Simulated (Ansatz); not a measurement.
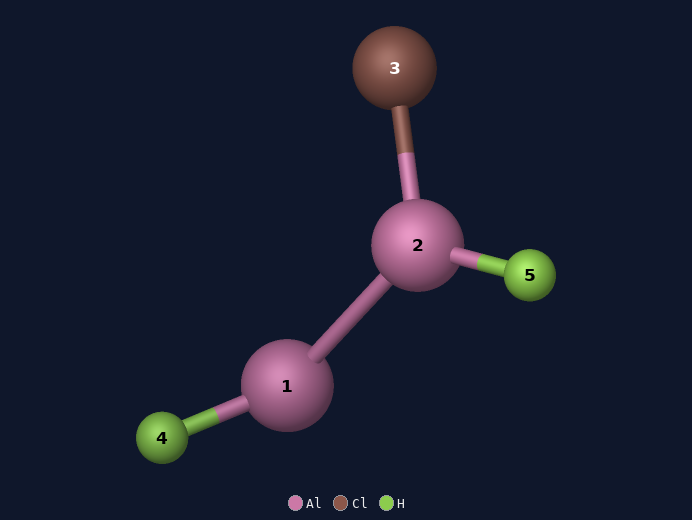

The species is neutral and a spin doublet. Computed geometry: PBE0-D4/def2-TZVP optimisation. No frequency run is at hand to confirm it as a minimum.

Which atoms are bonded, and how long are the bonds?

```csv
bond,length (Å)
Al1–Al2,2.553
Al1–H4,1.600
Al2–Cl3,2.117
Al2–H5,1.586
```
